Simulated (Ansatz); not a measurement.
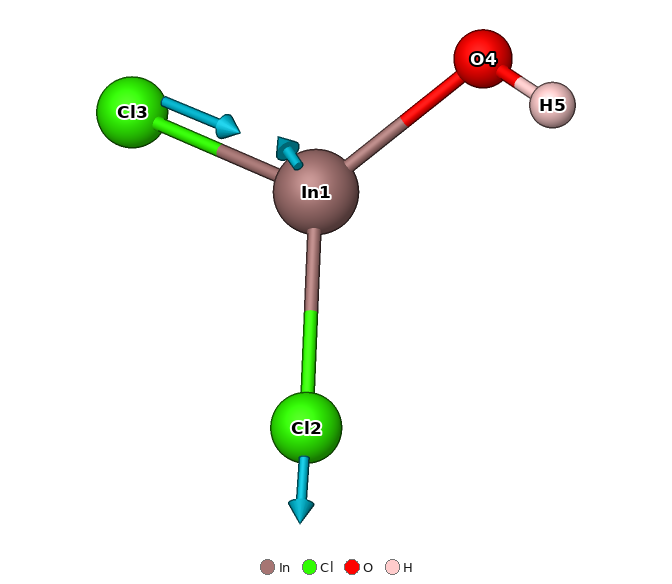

The arrows show one normal mode. Harmonic vibrations computed with RKS PBE0-D4/def2-TZVP, core potentials on In (Ansatz 0.2.0) at a stationary point of the same level.

What kind of motion is it?

Answer. Mostly out-of-phase stretching of 2 In–Cl bonds.

At what wavenumber does it lie?

Answer. 394 cm⁻¹; it is mode 6 of 9 counted from the lowest.
